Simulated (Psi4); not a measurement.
# BSiNH₅: molecular dynamics (part 1 of 2)

System: BSiNH₅, multiplicity 2, SMILES B[N][SiH3].
Method: M06-2X/6-31G**, UKS (Psi4 1.11).

The geometry comes from this level: PBE0-D4/def2-TZVP (4 decimals).

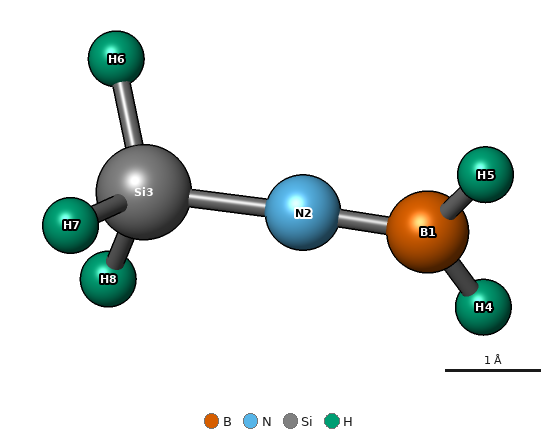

*The structure as given in the input (ball-and-stick view, seen at a tilt; atoms are numbered from 1 in the order of the input).*

Bond lengths as drawn: B–H 1.21 Å, B–N 1.34 Å, H–Si 1.48 to 1.49 Å and N–Si 1.71 Å.

Results in brief:

- outcome: finished
- trajectory: 16 frames kept
- potential energy (last step): −371.981607 hartree
- basis functions (last step): 74
- ⟨S²⟩ (last step): 0.758
- dipole moment (last step): 0.93 D
- hardware: 1 thread of Intel Xeon @ 2.90GHz (Ice Lake), 64 GiB of memory available, shared host
- wall time: 4 min
- peak memory: 1.4 GiB

Input file (run_ase.py):
```python
import numpy as np
from ase.calculators.psi4 import Psi4
from ase.io import read
from ase import units
from ase.md.velocitydistribution import MaxwellBoltzmannDistribution, Stationary
from ase.md.verlet import VelocityVerlet

mol = read('bh5nsi.sdf')
calc = Psi4(atoms=mol, method='m06-2x', basis='6-31G**', memory='1600MB', num_threads=1, charge=0, multiplicity=2, label='bh5nsi', reference='uks')
mol.calc = calc

MaxwellBoltzmannDistribution(mol, temperature_K=600.0, rng=np.random.default_rng(532))
Stationary(mol)
dyn = VelocityVerlet(mol, 0.25 * units.fs)
def show():
    ep, ek = mol.get_potential_energy(), mol.get_kinetic_energy()
    print(f'step {dyn.nsteps:3d}  Epot {ep:14.6f}  Ekin {ek:9.6f}  Etot {ep + ek:14.6f} eV  T {mol.get_temperature():7.1f} K')
dyn.attach(show)
dyn.run(15)
```

File bh5nsi.sdf:
```

     RDKit          3D

  8  7  0  0  0  0  0  0  0  0999 V2000
   -0.5083    0.6611   -1.5076 B   0  0  0  0  0  0  0  0  0  0  0  0
   -0.0902    0.1777   -0.3310 N   0  0  0  0  0  2  0  0  0  0  0  0
    0.4189   -0.5023    1.1535 Si  0  0  0  0  0  4  0  0  0  0  0  0
   -1.0652   -0.0631   -2.2975 H   0  0  0  0  0  0  0  0  0  0  0  0
   -0.3331    1.8219   -1.7893 H   0  0  0  0  0  0  0  0  0  0  0  0
   -0.2560    0.1680    2.2931 H   0  0  0  0  0  0  0  0  0  0  0  0
    1.8906   -0.3814    1.3040 H   0  0  0  0  0  0  0  0  0  0  0  0
    0.0354   -1.9391    1.1192 H   0  0  0  0  0  0  0  0  0  0  0  0
  2  1  1  0
  3  2  1  0
  4  1  1  0
  5  1  1  0
  6  3  1  0
  7  3  1  0
  8  3  1  0
M  RAD  1   2   2
M  END
$$$$
```

Launched with:
```bash
python run_ase.py
```

Output:
```
gradient() will perform analytic gradient computation.

   => Loading Basis Set <=

    Name: 6-31G**
    Role: ORBITAL
    Keyword: BASIS

         ---------------------------------------------------------
                                   SCF
                              UKS Reference
                        1 Threads,   1525 MiB Core
         ---------------------------------------------------------

  ==> Geometry <==

    Molecular point group: c1
    Full point group: C1

    Geometry (in Angstrom), charge = 0, multiplicity = 2:

       Center              X                  Y                   Z               Mass
    ------------   -----------------  -----------------  -----------------  -----------------
         B           -0.590693564454     0.759128302092    -1.706028029950    11.009305360000
         N           -0.190253310290     0.257763679070    -0.510996863473    14.003074004430
         SI           0.329509951103    -0.427295869869     0.945561202375    27.976926534650
         H           -1.012759309025     0.004980453831    -2.505056593692     1.007825032230
         H           -0.432154733496     1.976956069013    -2.022485623826     1.007825032230
         H           -0.405268689177     0.151171399599     2.087785296688     1.007825032230
         H            1.836418130707    -0.321519868443     0.970328382452     1.007825032230
         H           -0.037254855724    -1.824024735503     0.957250484977     1.007825032230

  Running in c1 symmetry.

  Rotational constants: A =      2.06697  B =      0.16127  C =      0.15886 [cm^-1]
  Rotational constants: A =  61966.14999  B =   4834.64611  C =   4762.62110 [MHz]
  Nuclear repulsion =   91.082813073811764

  Charge       = 0
  Multiplicity = 2
  Electrons    = 31
  Nalpha       = 16
  Nbeta        = 15

  ==> Algorithm <==

  SCF Algorithm Type is DF.
  DIIS enabled.
  MOM disabled.
  Fractional occupation disabled.
  Guess Type is SAD.
  Energy threshold   = 1.00e-08
  Density threshold  = 1.00e-08
  Integral threshold = 1.00e-12

  ==> Primary Basis <==

  Basis Set: 6-31G**
    Blend: 6-31G**
    Number of shells: 35
    Number of basis functions: 74
    Number of Cartesian functions: 74
    Spherical Harmonics?: false
    Max angular momentum: 2

  ==> DFT Potential <==

   => LibXC <=

    Version 7.1.2

   => Composite Functional: M06-2X <=

    Deriv               =              1
    GGA                 =           TRUE
    Meta                =           TRUE

    Exchange Hybrid     =           TRUE
    MP2 Hybrid          =          FALSE

   => Exchange Functionals <=

    1.0000   XC_HYB_MGGA_X_M06_2X

   => Exact (HF) Exchange <=

    0.5400               HF

   => Correlation Functionals <=

    1.0000   XC_MGGA_C_M06_2X

   => LibXC Density Thresholds  <==

    XC_MGGA_C_M06_2X:  1.00E-12
    XC_HYB_MGGA_X_M06_2X:  1.00E-15

   => Molecular Quadrature <=

    Radial Scheme          =       TREUTLER
    Pruning Scheme         =           NONE
    Nuclear Scheme         =       TREUTLER

    Blocking Scheme        =         OCTREE
    BS radius alpha        =              1
    Pruning alpha          =              1
    Radial Points          =             75
    Spherical Points       =            302
    Total Points           =         173496
    Total Blocks           =           1357
    Max Points             =            256
    Max Functions          =             74
    Weights Tolerance      =       1.00E-15

   => Loading Basis Set <=

    Name: (6-31G** AUX)
    Role: JKFIT
    Keyword: DF_BASIS_SCF

  ==> Integral Setup <==

  DFHelper Memory: AOs need 0.019 GiB; user supplied 0.371 GiB.
  SCF_SUBTYPE=INCORE selected. In-core MEM_DF algorithm will be used.
  Using in-core AOs.

  ==> MemDFJK: Density-Fitted J/K Matrices <==

    J tasked:                   Yes
    K tasked:                   Yes
    wK tasked:                   No
    Memory [MiB]:               379
    Algorithm:                 Core
    Schwarz Cutoff:           1E-12
    Mask sparsity (%):       3.7253
    Fitting Condition:        1E-10

   => Auxiliary Basis Set <=

  Basis Set: (6-31G** AUX)
    Blend: CC-PVDZ-JKFIT
    Number of shells: 129
    Number of basis functions: 417
    Number of Cartesian functions: 417
    Spherical Harmonics?: false
    Max angular momentum: 3

  Cached 100.0% of DFT collocation blocks in 0.747 [GiB].

  Minimum eigenvalue in the overlap matrix is 8.9452432444E-03.
  Reciprocal condition number of the overlap matrix is 1.4391257674E-03.
    Using symmetric orthogonalization.

  ==> Pre-Iterations <==

  SCF Guess: Superposition of Atomic Densities via on-the-fly atomic UHF (no occupation information).

   -------------------------
    Irrep   Nso     Nmo
   -------------------------
     A         74      74
   -------------------------
    Total      74      74
   -------------------------

  ==> Iterations <==

                           Total Energy        Delta E     RMS |[F,P]|

   @DF-UKS iter SAD:  -371.18893062642820   -3.71189e+02   0.00000e+00
   @DF-UKS iter   1:  -371.80772552061649   -6.18795e-01   7.60923e-03 DIIS/ADIIS
   @DF-UKS iter   2:  -371.65654265529633    1.51183e-01   1.07833e-02 DIIS/ADIIS
   @DF-UKS iter   3:  -371.97660982508137   -3.20067e-01   7.08137e-04 DIIS/ADIIS
   @DF-UKS iter   4:  -371.97990457799898   -3.29475e-03   4.52180e-04 DIIS/ADIIS
   @DF-UKS iter   5:  -371.98115182045359   -1.24724e-03   1.77526e-04 DIIS/ADIIS
   @DF-UKS iter   6:  -371.98152164415154   -3.69824e-04   6.99309e-05 DIIS
   @DF-UKS iter   7:  -371.98160446701769   -8.28229e-05   1.74376e-05 DIIS
   @DF-UKS iter   8:  -371.98160649267680   -2.02566e-06   3.92699e-06 DIIS
   @DF-UKS iter   9:  -371.98160671287985   -2.20203e-07   8.82239e-07 DIIS
   @DF-UKS iter  10:  -371.98160672116319   -8.28334e-09   1.96088e-07 DIIS
   @DF-UKS iter  11:  -371.98160672158178   -4.18595e-10   5.42659e-08 DIIS
   @DF-UKS iter  12:  -371.98160672162260   -4.08136e-11   1.98114e-08 DIIS
   @DF-UKS iter  13:  -371.98160672162908   -6.48015e-12   9.24512e-09 DIIS
  Energy and wave function converged.

  ==> Post-Iterations <==

   Electrons on quadrature grid:
      Nalpha   =   15.9999945412 ; deviation = -5.459e-06
      Nbeta    =   14.9999920864 ; deviation = -7.914e-06
      Ntotal   =   30.9999866276 ; deviation = -1.337e-05

   @Spin Contamination Metric:   7.853924075E-03
   @S^2 Expected:                7.500000000E-01
   @S^2 Observed:                7.578539241E-01
   @S   Expected:                5.000000000E-01
   @S   Observed:                5.000000000E-01

    Orbital Energies [Eh]
    ---------------------

    Alpha Occupied:

       1A    -67.037295     2A    -14.777577     3A     -7.047818
       4A     -5.573537     5A     -3.883761     6A     -3.882570
       7A     -3.881812     8A     -0.952623     9A     -0.660371
      10A     -0.542826    11A     -0.483201    12A     -0.469409
      13A     -0.445247    14A     -0.413049    15A     -0.362853
      16A     -0.322846

    Alpha Virtual:

      17A      0.046439    18A      0.057208    19A      0.098640
      20A      0.131416    21A      0.178189    22A      0.197901
      23A      0.218274    24A      0.245328    25A      0.272760
      26A      0.293197    27A      0.317431    28A      0.352415
      29A      0.484147    30A      0.496952    31A      0.522956
      32A      0.600271    33A      0.615605    34A      0.694140
      35A      0.698156    36A      0.703597    37A      0.921574
      38A      0.927754    39A      0.935758    40A      0.970749
      41A      1.037838    42A      1.161929    43A      1.173802
      44A      1.187860    45A      1.218331    46A      1.247654
      47A      1.372114    48A      1.481368    49A      1.568340
      50A      1.657330    51A      1.774949    52A      1.832184
      53A      1.871486    54A      1.995423    55A      2.036073
      56A      2.087740    57A      2.154123    58A      2.235602
      59A      2.242274    60A      2.247505    61A      2.283890
      62A      2.403345    63A      2.432306    64A      2.503466
      65A      2.558665    66A      2.615638    67A      2.749089
      68A      2.788763    69A      2.906671    70A      3.042516
      71A      3.058441    72A      3.255327    73A      3.599257
      74A      3.886598

    Beta Occupied:

       1A    -67.037622     2A    -14.768113     3A     -7.048614
       4A     -5.573841     5A     -3.884252     6A     -3.883054
       7A     -3.882003     8A     -0.902840     9A     -0.648580
      10A     -0.527638    11A     -0.450201    12A     -0.436559
      13A     -0.427730    14A     -0.396536    15A     -0.345667

    Beta Virtual:

      16A     -0.090186    17A      0.043776    18A      0.058931
      19A      0.108137    20A      0.135247    21A      0.179785
      22A      0.199450    23A      0.221465    24A      0.247764
      25A      0.273446    26A      0.294053    27A      0.328779
      28A      0.357480    29A      0.483876    30A      0.495778
      31A      0.524460    32A      0.619087    33A      0.622452
      34A      0.696829    35A      0.700471    36A      0.708230
      37A      0.929548    38A      0.937537    39A      0.945671
      40A      0.977264    41A      1.078535    42A      1.166351
      43A      1.191014    44A      1.195191    45A      1.216053
      46A      1.256121    47A      1.371702    48A      1.479746
      49A      1.575891    50A      1.666604    51A      1.808218
      52A      1.831572    53A      1.903108    54A      2.003473
      55A      2.036865    56A      2.088747    57A      2.155517
      58A      2.235466    59A      2.242140    60A      2.247341
      61A      2.282767    62A      2.402991    63A      2.427880
      64A      2.503101    65A      2.558037    66A      2.610110
      67A      2.748181    68A      2.788620    69A      2.915929
      70A      3.039653    71A      3.050538    72A      3.247033
      73A      3.592546    74A      3.918149

    Final Occupation by Irrep:
              A
    DOCC [    15 ]
    SOCC [     1 ]
    NA   [    16 ]
    NB   [    15 ]

  @DF-UKS Final Energy:  -371.98160672162908

   => Energetics <=

    Nuclear Repulsion Energy =             91.0828130738117636
    One-Electron Energy =                -692.0955323313701228
    Two-Electron Energy =                 245.0801545922198557
    DFT Exchange-Correlation Energy =     -16.0490420562905349
    Empirical Dispersion Energy =           0.0000000000000000
    VV10 Nonlocal Energy =                  0.0000000000000000
    Total Energy =                       -371.9816067216290776

  UHF NO Occupations:
  HONO-2 :   14  A 1.9986952
  HONO-1 :   15  A 1.9983528
  HONO-0 :   16  A 1.0000000
  LUNO+0 :   17  A 0.0016472
  LUNO+1 :   18  A 0.0013048
  LUNO+2 :   19  A 0.0003103
  LUNO+3 :   20  A 0.0002695

Computation Completed

Properties will be evaluated at   0.000000,   0.000000,   0.000000 [a0]

Properties computed using the SCF density matrix

 Multipole Moments:

 ------------------------------------------------------------------------------------
     Multipole            Electronic (a.u.)      Nuclear  (a.u.)        Total (a.u.)
 ------------------------------------------------------------------------------------

 L = 1.  Multiply by 2.5417464519 to convert [e a0] to [Debye]
 Dipole X            :         -0.4373744            0.5232252            0.0858508
 Dipole Y            :          0.6058045           -0.7456700           -0.1398655
 Dipole Z            :         -0.8426815            1.1689101            0.3262286
 Magnitude           :                                                    0.3651819
```
